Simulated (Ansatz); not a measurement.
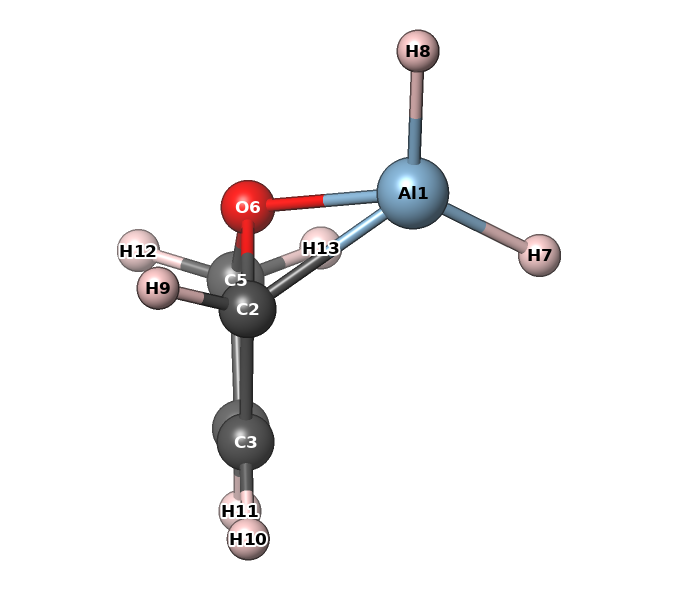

C4 lies behind C3. The molecule seen nearly along the C3–C4 bond, C3 in front. Atoms fade into the background with distance from the viewer. The geometry was computed by an optimisation with PBE0-D4/def2-TZVP. No frequency run is at hand to confirm it as a minimum.

> What is the torsion angle C2–C3–C4–C5? The sign is positive where the front bond must turn clockwise to cover the back bond.

−1°, synperiplanar (eclipsed).
